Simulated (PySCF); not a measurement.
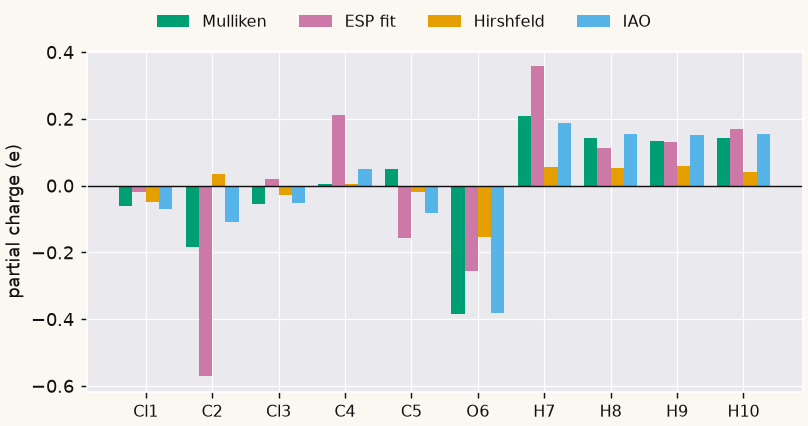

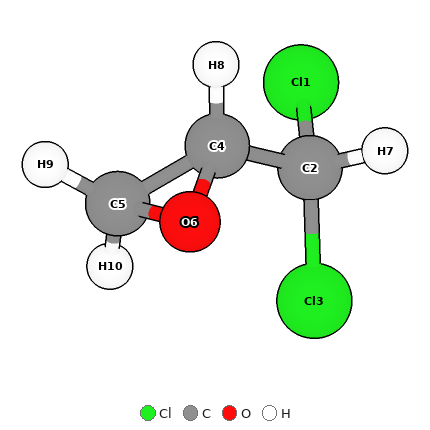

Atomic charges of C₃H₄Cl₂O, SMILES ClC(Cl)[C@H]1CO1 by 4 schemes, PBE0/pcSseg-1, PySCF 2.14.0, at a GFN2-xTB geometry (no frequency check).

Which scheme gives the smallest charges overall?

Answer. Hirshfeld: mean absolute charge Hirshfeld 0.05, Mulliken 0.14, IAO 0.14, ESP fit 0.20 e.

On which atom do the schemes disagree most?

Answer. On C2: Mulliken −0.18, ESP fit −0.57, Hirshfeld 0.03, IAO −0.11 e.

Note: the tight-binding geometry is rougher than a DFT one and adds to the error; one conformer of a flexible molecule.
